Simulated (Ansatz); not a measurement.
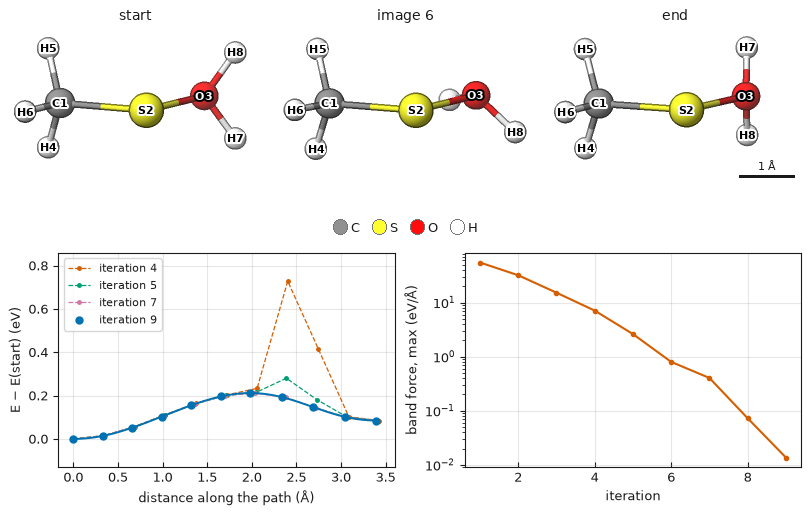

A nudged-elastic-band calculation for CH5OS (charge +1). Images are numbered from 0 (start) to 10 (end). The plot follows the band through its iterations. Style: ball-and-stick. Shown at a tilt.

All numbers below come from RKS PBE-D4/def2-SVP (Ansatz 0.2.0). Run with 9 movable images; climbing image; force threshold 0.05 eV/Å; iteration limit 60; starting path through a guess of the saddle point.

Q: Did the band converge, and can the barrier be trusted?

A: The result is final at these settings. The band converged in 9 iterations. The largest component of the band force went from 55 to 0.014 eV/Å. The climbing image converged on the top of the path. Its vibrational analysis gives one imaginary mode (243i cm⁻¹), as a transition state must have. The first iteration put the highest image at 9.404 eV. The energy climbs by 0.212 eV to image 6 and then falls by 0.127 eV, so the end point sits at +0.085 eV.

The run took roughly 4 core-minutes on a shared host.
